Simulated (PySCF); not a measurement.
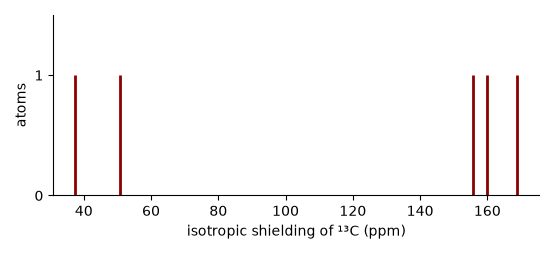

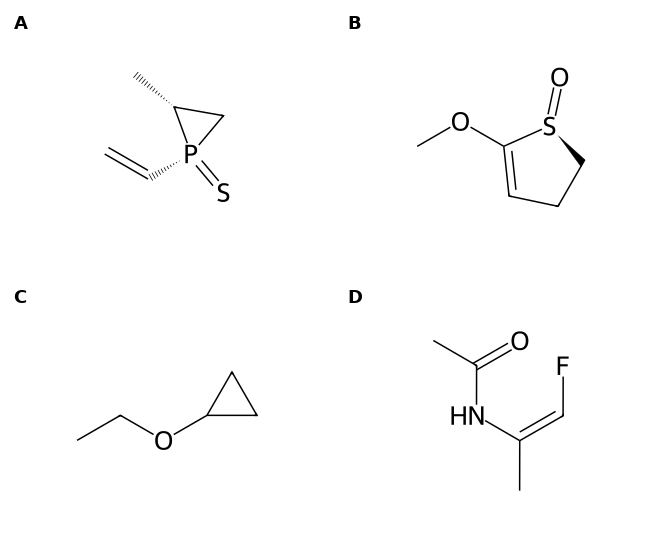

The sticks are computed shieldings of one of the molecules, for one fixed geometry (GFN2-xTB) without averaging over rotations. Low shielding means a high chemical shift. Method: GIAO PBE0/pcSseg-1 NMR shielding, non-relativistic, gas phase (PySCF 2.14.0).

Which molecule gives this pattern?

Answer. A, `C=C[P@@]1(=S)C[C@H]1C`. Its 5 C atoms give lines at 37.5, 50.6, 155.8, 160.0, 168.8 ppm.

The geometry is semi-empirical. Around P such bond lengths and angles can be off by a tenth of an ångström or more and by several degrees, and values that hang on the shape move with them.
